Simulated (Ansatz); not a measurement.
System (SMILES): [SiH4] (SiH4).
Atoms: Si1, H2, H3, H4, H5. Bonds: Si1-H2, Si1-H3, Si1-H4, Si1-H5.

Basis-set convergence of the lowest harmonic wavenumber at HF with Ansatz (a first-principles code). Each level at its own minimum, finite differences of forces, unscaled; the reference is a large set that could be run, not a limit. Cartesian d functions, on some or all atoms, in 6-311+G**; all else is spherical. The program fits the integrals of some runs and decomposes those of others, by size. No added dispersion term, no relativity. Reference: the value in aug-pcseg-2, 1010 cm⁻¹. Deviations are taken from unrounded values.

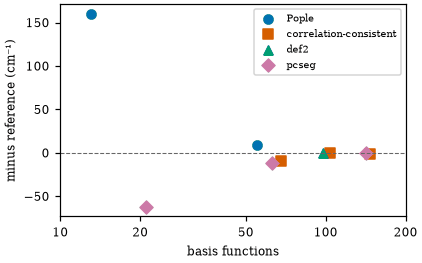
Fig. 1. Deviation from the reference against the number of basis functions, by family of sets.

```csv
basis,functions,lowest harmonic wavenumber (cm⁻¹),minus reference (cm⁻¹)
STO-3G,13,1170,160
pcseg-0,21,948,-62
6-311+G**,55,1019,9
aug-pcseg-1,63,998,-12
aug-cc-pV(D+d)Z,68,1000,-10
def2-TZVPP,98,1010,0
jun-cc-pV(T+d)Z,104,1009,-1
aug-pcseg-2,142,1010,0
aug-cc-pV(T+d)Z,147,1009,-1
```
